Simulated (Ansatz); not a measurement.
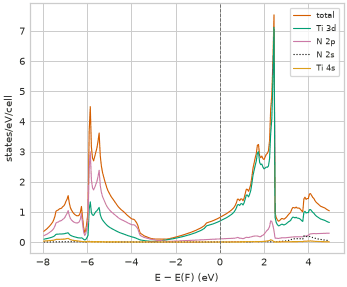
Figure. Total and projected density of states of TiN (rock salt, Fm-3m), r²SCAN (plane waves, PAW; program Ansatz)

Task: Which orbitals carry the states next to the Fermi level?

Result: Within 0.5 eV of the Fermi level: Ti 3d 85 %, N 2p 13 %. Projections are on Löwdin-orthogonalised atomic valence shells; empty p or d shells of many metals are not among them.

Task: Where is the tallest occupied peak in this window, and what makes it?

Result: Near -5.8 eV, about 4.5 states/eV per cell; the largest projected share is N 2p.

The r²SCAN relaxation kept the symmetry of its start; of distortions, only those at the zone centre were tested. No spin polarisation was allowed. With an odd number of electrons in the cell and no spin polarisation, the count alone makes it a metal.

Potentials: the earlier of the program's two PAW sets.
